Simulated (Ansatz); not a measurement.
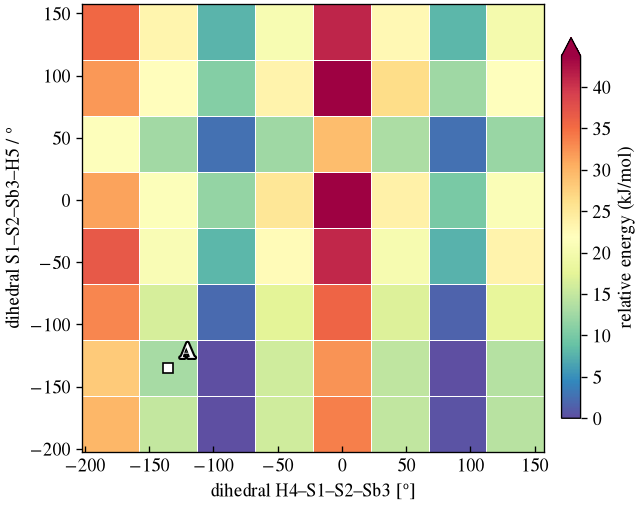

H3S2Sb, SMILES S[S][SbH2]. First axis: dihedral H4–S1–S2–Sb3. Second axis: dihedral S1–S2–Sb3–H5. Nothing is relaxed (all other coordinates rigid). The grid has 8 × 8 points. Points are written as (first, second). All energies are given in kJ/mol relative to the lowest grid point. Energies and slopes of some neighbouring points disagree (a jump in structure or state, or too coarse a mesh). Theory: RKS B3LYP-D4/def2-TZVP (Ansatz 0.2.0).

In the figure: one coloured cell a grid point, one colour for all values above the top of the scale, the point A.

### Is A at rest? If not, where is it pushed?

A, at (−135°, −135°), is not a stationary point. The computed force is 0.49 kJ/mol for each degree towards larger values of dihedral H4–S1–S2–Sb3 and 0.031 kJ/mol for each degree towards smaller values of dihedral S1–S2–Sb3–H5.
